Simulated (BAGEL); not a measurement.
# B2NH2OF (SMILES OB1NB1F), step by step

Wanted: the energy (HF/cc-pVDZ), then the energy (NEVPT2(2,2)/cc-pVDZ), then a single-point energy (CASPT2(2,2)/cc-pVDZ) of B2NH2OF. 

The calculation is run with BAGEL 1.2.2.

1 further run of the same task is left out (set aside as unsound or not needed).

## 1. The molecule

B2NH2OF has 7 atoms, charge 0, and is taken as a singlet. SMILES: `OB1NB1F`. The O1–B2 distance was set to 1.818 Å, away from the relaxed value.

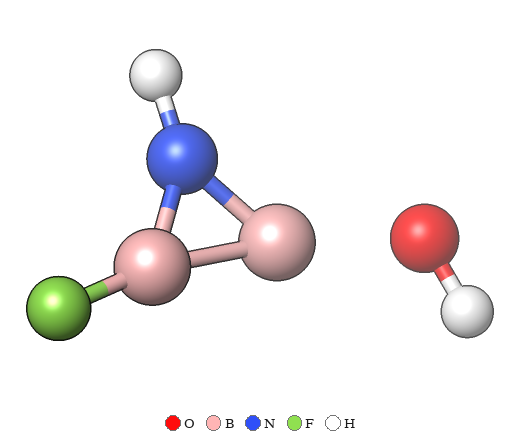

The structure, seen from a chosen angle (oxygen red, boron pink, nitrogen blue, fluorine green, hydrogen white).

## 2. A single-point energy at HF/cc-pVDZ (density fitting with svp-jkfit) (run 1)

File calc.json:

```json
{ "bagel": [

{
  "title": "molecule",
  "basis": "cc-pvdz.json",
  "df_basis": "svp-jkfit",
  "angstrom": true,
  "geometry": [
    { "atom": "O", "xyz": [      -1.590876,       0.185569,       1.659443 ] },
    { "atom": "B", "xyz": [      -0.379000,       0.150200,       0.304200 ] },
    { "atom": "N", "xyz": [       0.632200,      -0.768200,      -0.094800 ] },
    { "atom": "B", "xyz": [       0.587000,       0.339700,      -0.954100 ] },
    { "atom": "F", "xyz": [       1.250000,       0.724100,      -2.025300 ] },
    { "atom": "H", "xyz": [      -2.143576,       0.969369,       1.644743 ] },
    { "atom": "H", "xyz": [       1.077200,      -1.650400,       0.122900 ] }
  ]
},

{
  "title": "hf"
},

{
  "title": "print",
  "file": "orbitals.molden",
  "orbitals": true
}

]}
```

The basis set cc-pVDZ is read from a file made from the Basis Set Exchange's data (not shown).

Started as:

```console
BAGEL_NUM_THREADS=1 BAGEL calc.json > calc.out
```

What it wrote:

```text
* using 1 threads per process

  ===============================================================
  ===============================================================

  *** Geometry ***

  { "atom" : "O", "xyz" : [     -3.006320,      0.350675,      3.135893 ] },
  { "atom" : "B", "xyz" : [     -0.716206,      0.283837,      0.574855 ] },
  { "atom" : "N", "xyz" : [      1.194685,     -1.451688,     -0.179146 ] },
  { "atom" : "B", "xyz" : [      1.109269,      0.641940,     -1.802988 ] },
  { "atom" : "F", "xyz" : [      2.362158,      1.368351,     -3.827262 ] },
  { "atom" : "H", "xyz" : [     -4.050772,      1.831842,      3.108114 ] },
  { "atom" : "H", "xyz" : [      2.035613,     -3.118804,      0.232247 ] },

  Number of auxiliary basis functions:      417

  Since a DF basis is specified, we compute 2- and 3-index integrals:
    o Being stored without compression. Storage requirement is 0.021 GB

  Number of basis functions:       80
  Number of electrons      :       36

    * METHOD: MOLECULE                             0.15

  *** RHF ***

  === Nuclear Repulsion ===
   126.8475200113

      * DIIS with orbital gradients will be used.

  === RHF iteration (cc-pvdz.json) ===
      0       -278.94674562          0.02241046           0.04
      1       -279.15920165          0.01757219           0.04
      2       -279.32363542          0.00239632           0.04
      3       -279.32831801          0.00109004           0.04
      4       -279.32932021          0.00032246           0.04
      5       -279.32942926          0.00011862           0.04
      6       -279.32944579          0.00004122           0.04
      7       -279.32944873          0.00001255           0.04
      8       -279.32944897          0.00000636           0.04
      9       -279.32944902          0.00000229           0.04
     10       -279.32944903          0.00000056           0.04
     11       -279.32944903          0.00000026           0.04
     12       -279.32944903          0.00000008           0.04
     13       -279.32944903          0.00000003           0.04
     14       -279.32944903          0.00000001           0.04
     15       -279.32944903          0.00000000           0.03
    * SCF iteration converged.

    * Permanent dipole moment:
           (   -0.420949,     0.271569,     0.259172) a.u.

    * METHOD: HF                                   0.75

    * METHOD: PRINT                                0.01

  ===============================================================
```

Wall time 1.1 s (1 thread of Arm Neoverse V2, shared host); peak memory 0.15 GiB.

## 3. A single-point energy at NEVPT2(2,2)/cc-pVDZ (density fitting with svp-jkfit) (run 2)

File nevpt2.json:

```json
{ "bagel": [

{
  "title": "molecule",
  "basis": "cc-pvdz.json",
  "df_basis": "svp-jkfit",
  "angstrom": true,
  "geometry": [
    { "atom": "O", "xyz": [      -1.590876,       0.185569,       1.659443 ] },
    { "atom": "B", "xyz": [      -0.379000,       0.150200,       0.304200 ] },
    { "atom": "N", "xyz": [       0.632200,      -0.768200,      -0.094800 ] },
    { "atom": "B", "xyz": [       0.587000,       0.339700,      -0.954100 ] },
    { "atom": "F", "xyz": [       1.250000,       0.724100,      -2.025300 ] },
    { "atom": "H", "xyz": [      -2.143576,       0.969369,       1.644743 ] },
    { "atom": "H", "xyz": [       1.077200,      -1.650400,       0.122900 ] }
  ]
},

{
  "title": "hf"
},

{
  "title": "casscf",
  "nstate": 1,
  "nact": 2,
  "nclosed": 17,
  "active": [13, 20],
  "maxiter": 200,
  "natocc": true
},

{
  "title": "nevpt2",
  "nstate": 1,
  "nact": 2,
  "nclosed": 17,
  "active": [13, 20],
  "maxiter": 200,
  "natocc": true,
  "ncore": 5
},

{
  "title": "print",
  "file": "orbitals.molden",
  "orbitals": true
}

]}
```

The basis set cc-pVDZ is read from a file made from the Basis Set Exchange's data (not shown).

Started as:

```console
BAGEL_NUM_THREADS=1 BAGEL nevpt2.json > nevpt2.out
```

What it wrote:

```text
* using 1 threads per process

  ===============================================================
  ===============================================================

  *** Geometry ***

  { "atom" : "O", "xyz" : [     -3.006320,      0.350675,      3.135893 ] },
  { "atom" : "B", "xyz" : [     -0.716206,      0.283837,      0.574855 ] },
  { "atom" : "N", "xyz" : [      1.194685,     -1.451688,     -0.179146 ] },
  { "atom" : "B", "xyz" : [      1.109269,      0.641940,     -1.802988 ] },
  { "atom" : "F", "xyz" : [      2.362158,      1.368351,     -3.827262 ] },
  { "atom" : "H", "xyz" : [     -4.050772,      1.831842,      3.108114 ] },
  { "atom" : "H", "xyz" : [      2.035613,     -3.118804,      0.232247 ] },

  Number of auxiliary basis functions:      417

  Since a DF basis is specified, we compute 2- and 3-index integrals:
    o Being stored without compression. Storage requirement is 0.021 GB

  Number of basis functions:       80
  Number of electrons      :       36

    * METHOD: MOLECULE                             0.15

  *** RHF ***

  === Nuclear Repulsion ===
   126.8475200113

      * DIIS with orbital gradients will be used.

  === RHF iteration (cc-pvdz.json) ===
      0       -278.94674562          0.02241046           0.04
      1       -279.15920165          0.01757219           0.04
      2       -279.32363542          0.00239632           0.04
      3       -279.32831801          0.00109004           0.04
      4       -279.32932021          0.00032246           0.04
      5       -279.32942926          0.00011862           0.04
      6       -279.32944579          0.00004122           0.04
      7       -279.32944873          0.00001255           0.04
      8       -279.32944897          0.00000636           0.04
      9       -279.32944902          0.00000229           0.04
     10       -279.32944903          0.00000056           0.04
     11       -279.32944903          0.00000026           0.04
     12       -279.32944903          0.00000008           0.04
     13       -279.32944903          0.00000003           0.04
     14       -279.32944903          0.00000001           0.04
     15       -279.32944903          0.00000000           0.04
    * SCF iteration converged.

    * Permanent dipole moment:
           (   -0.420949,     0.271569,     0.259172) a.u.

    * METHOD: HF                                   0.77

  ---------------------------
      CASSCF calculation
  ---------------------------

    ==== Active orbitals : =====
         Orbital 13
         Orbital 20
    ============================

    * nstate   :      1
    * nclosed  :     17
    * nact     :      2
    * nvirt    :     61
  === CASSCF iteration (cc-pvdz.json) ===

    * Using the second-order algorithm

      0  0      -279.32985898     1.03e-04      0.02

      1  0      -279.33082363     2.61e-04      0.27

      2  0      -279.34838649     1.72e-03      0.22

      3  0      -279.35793999     9.99e-04      0.27

      4  0      -279.35893234     6.26e-04      0.26

      5  0      -279.35904508     3.46e-04      0.28

      6  0      -279.35906636     1.69e-04      0.27

      7  0      -279.35907088     7.94e-05      0.27

      8  0      -279.35907185     3.69e-05      0.27

      9  0      -279.35907206     1.71e-05      0.28

     10  0      -279.35907210     7.90e-06      0.29

     11  0      -279.35907211     3.65e-06      0.29

     12  0      -279.35907212     1.69e-06      0.28

     13  0      -279.35907212     7.80e-07      0.27

     14  0      -279.35907212     3.61e-07      0.27

     15  0      -279.35907212     1.67e-07      0.27

     16  0      -279.35907212     7.71e-08      0.23

     17  0      -279.35907212     3.56e-08      0.21

     18  0      -279.35907212     1.65e-08      0.21

     19  0      -279.35907212     7.60e-09      0.20

    * Second-order optimization converged. *

     guess   0:   closed 1.                   open ..

  === FCI iteration ===

      0  0      -279.32817296     9.48e-02      0.00
      1  0      -279.35874522     7.81e-03      0.00
      2  0 *    -279.35907212     1.80e-15      0.00

     * ci vector, state   0, <S^2> = 0.0000
       2.     0.9869227287
       .2    -0.1611940681

    * METHOD: CASSCF                               5.02

    * freezing 5 orbitals

  === DF-NEVPT2 calculation ===

    * 3-index integral transformation done
    * assembly done

      NEVPT2 correlation energy:   -0.6676226022      0.15

          (+0)     -0.5631742805
          (+0)'    -0.0438982207
          (+1)     -0.0128862343
          (+1)'    -0.0000000000
          (+2)     -0.0006900209
          (-1)     -0.0422153536
          (-1)'     0.0000000000
          (-2)     -0.0047584921

      NEVPT2 total energy:       -280.0266947192

    * METHOD: NEVPT2                               0.24

    * METHOD: PRINT                                0.01

  ===============================================================
```

Run time: 6.3 s. Hardware: 1 thread of Arm Neoverse V2, shared host; peak memory 0.15 GiB.

## 4. A single-point energy at CASPT2(2,2)/cc-pVDZ (density fitting with svp-jkfit) (run 3)

File input.json:

```json
{ "bagel" : [

{
  "title" : "molecule",
  "basis" : "cc-pvdz.json",
  "df_basis" : "svp-jkfit",
  "angstrom" : true,
  "geometry" : [
    { "atom" : "O", "xyz" : [   -1.590876,    0.185569,    1.659443 ] },
    { "atom" : "B", "xyz" : [   -0.379000,    0.150200,    0.304200 ] },
    { "atom" : "N", "xyz" : [    0.632200,   -0.768200,   -0.094800 ] },
    { "atom" : "B", "xyz" : [    0.587000,    0.339700,   -0.954100 ] },
    { "atom" : "F", "xyz" : [    1.250000,    0.724100,   -2.025300 ] },
    { "atom" : "H", "xyz" : [   -2.143576,    0.969369,    1.644743 ] },
    { "atom" : "H", "xyz" : [    1.077200,   -1.650400,    0.122900 ] }
  ]
},
{ "title" : "hf" },
{ "title" : "casscf", "nstate" : 1, "nact" : 2, "nclosed" : 17, "active" : [13, 20], "maxiter" : 200, "natocc" : true },
{ "title" : "print", "file" : "orbitals.molden", "orbitals" : true },
{ "title" : "smith", "method" : "caspt2", "ms" : true, "xms" : true, "sssr" : true, "shift" : 0.2, "shift_imag" : true, "ncore" : 5 }

]}
```

The basis set cc-pVDZ is read from a file made from the Basis Set Exchange's data (not shown).

Started as:

```console
BAGEL_NUM_THREADS=1 BAGEL input.json > input.out
```

What it wrote:

```text
* using 1 threads per process

  ===============================================================
  ===============================================================

  *** Geometry ***

  { "atom" : "O", "xyz" : [     -3.006320,      0.350675,      3.135893 ] },
  { "atom" : "B", "xyz" : [     -0.716206,      0.283837,      0.574855 ] },
  { "atom" : "N", "xyz" : [      1.194685,     -1.451688,     -0.179146 ] },
  { "atom" : "B", "xyz" : [      1.109269,      0.641940,     -1.802988 ] },
  { "atom" : "F", "xyz" : [      2.362158,      1.368351,     -3.827262 ] },
  { "atom" : "H", "xyz" : [     -4.050772,      1.831842,      3.108114 ] },
  { "atom" : "H", "xyz" : [      2.035613,     -3.118804,      0.232247 ] },

  Number of auxiliary basis functions:      417

  Since a DF basis is specified, we compute 2- and 3-index integrals:
    o Being stored without compression. Storage requirement is 0.021 GB

  Number of basis functions:       80
  Number of electrons      :       36

    * METHOD: MOLECULE                             0.14

  *** RHF ***

  === Nuclear Repulsion ===
   126.8475200113

      * DIIS with orbital gradients will be used.

  === RHF iteration (cc-pvdz.json) ===
      0       -278.94674562          0.02241046           0.04
      1       -279.15920165          0.01757219           0.04
      2       -279.32363542          0.00239632           0.04
      3       -279.32831801          0.00109004           0.04
      4       -279.32932021          0.00032246           0.04
      5       -279.32942926          0.00011862           0.04
      6       -279.32944579          0.00004122           0.03
      7       -279.32944873          0.00001255           0.03
      8       -279.32944897          0.00000636           0.03
      9       -279.32944902          0.00000229           0.03
     10       -279.32944903          0.00000056           0.04
     11       -279.32944903          0.00000026           0.04
     12       -279.32944903          0.00000008           0.04
     13       -279.32944903          0.00000003           0.04
     14       -279.32944903          0.00000001           0.04
     15       -279.32944903          0.00000000           0.04
    * SCF iteration converged.

    * Permanent dipole moment:
           (   -0.420949,     0.271569,     0.259172) a.u.

    * METHOD: HF                                   0.72

  ---------------------------
      CASSCF calculation
  ---------------------------

    ==== Active orbitals : =====
         Orbital 13
         Orbital 20
    ============================

    * nstate   :      1
    * nclosed  :     17
    * nact     :      2
    * nvirt    :     61
  === CASSCF iteration (cc-pvdz.json) ===

    * Using the second-order algorithm

      0  0      -279.32985898     1.03e-04      0.02

      1  0      -279.33082363     2.61e-04      0.24

      2  0      -279.34838649     1.72e-03      0.20

      3  0      -279.35793999     9.99e-04      0.25

      4  0      -279.35893234     6.26e-04      0.22

      5  0      -279.35904508     3.46e-04      0.23

      6  0      -279.35906636     1.69e-04      0.25

      7  0      -279.35907088     7.94e-05      0.28

      8  0      -279.35907185     3.69e-05      0.28

      9  0      -279.35907206     1.71e-05      0.26

     10  0      -279.35907210     7.90e-06      0.29

     11  0      -279.35907211     3.65e-06      0.28

     12  0      -279.35907212     1.69e-06      0.29

     13  0      -279.35907212     7.80e-07      0.27

     14  0      -279.35907212     3.61e-07      0.27

     15  0      -279.35907212     1.67e-07      0.26

     16  0      -279.35907212     7.71e-08      0.23

     17  0      -279.35907212     3.56e-08      0.21

     18  0      -279.35907212     1.65e-08      0.21

     19  0      -279.35907212     7.60e-09      0.20

    * Second-order optimization converged. *

     guess   0:   closed 1.                   open ..

  === FCI iteration ===

      0  0      -279.32817296     9.48e-02      0.00
      1  0      -279.35874522     7.81e-03      0.00
      2  0 *    -279.35907212     1.80e-15      0.00

     * ci vector, state   0, <S^2> = 0.0000
       2.     0.9869227287
       .2    -0.1611940681

    * METHOD: CASSCF                               4.84

    * METHOD: PRINT                                0.01

  === SMITH program ===

    * freezing 5 orbitals

    * Approximate memory requirement for SMITH calulation per MPI process:
      o Storage requirement for T-amplitude, lambda, and residual is 0.02 GB
      o Storage requirement for MO integrals is 0.01 GB
    * Calculating and saving rdm4f

    * Zeroth order energy : state  0       -1.0464350947

    * CASPT2 iteration is performed using orthogonal basis

      -------------------------------------------  CASPT2 iteration  ---------------------------------------------------
       #      aibj      arbs      arbi      airj      risj      airs      arst      rist         Etot      error   time
      ------------------------------------------------------------------------------------------------------------------

       0  -0.56258  -0.00559  -0.04197  -0.01409  -0.00095  -0.03863  -0.00000  -0.00000   -0.6637978  0.0022463   0.09
       1  -0.56298  -0.00564  -0.04225  -0.01445  -0.00104  -0.03963  -0.00000  -0.00000   -0.6659763  0.0004107   0.08
       2  -0.56302  -0.00564  -0.04219  -0.01447  -0.00105  -0.03971  -0.00000  -0.00000   -0.6660805  0.0000892   0.08
       3  -0.56302  -0.00564  -0.04219  -0.01446  -0.00105  -0.03972   0.00000   0.00000   -0.6660841  0.0000214   0.08
       4  -0.56302  -0.00564  -0.04219  -0.01446  -0.00105  -0.03972   0.00000  -0.00000   -0.6660844  0.0000051   0.08
       5  -0.56302  -0.00564  -0.04219  -0.01446  -0.00105  -0.03972   0.00000   0.00000   -0.6660844  0.0000012   0.08
       6  -0.56302  -0.00564  -0.04219  -0.01446  -0.00105  -0.03972   0.00000  -0.00000   -0.6660844  0.0000003   0.09

      ------------------------------------------------------------------------------------------------------------------

    * CASPT2 energy : state  0     -280.0279379572
        w/o shift correction       -280.0251564848
        reference weight              0.8380705650

    * METHOD: SMITH                                0.76

  ===============================================================
```

Run time: 6.9 s. Hardware: 1 thread of Arm Neoverse V2, shared host; peak memory 0.21 GiB.

## 5. Results

| quantity | value |
| --- | --- |
| run 1, HF/cc-pVDZ: total energy | -279.32945 Eh |
| run 1, HF/cc-pVDZ: dipole moment | 1.43 D |
| run 1, HF/cc-pVDZ: HOMO energy | -11.07 eV |
| run 1, HF/cc-pVDZ: LUMO energy | 3.35 eV |
| run 1, HF/cc-pVDZ: HOMO–LUMO gap | 14.43 eV |
| run 2, NEVPT2(2,2)/cc-pVDZ: total energy | -280.02669 Eh |
| run 3, CASPT2(2,2)/cc-pVDZ: total energy | -280.02794 Eh |
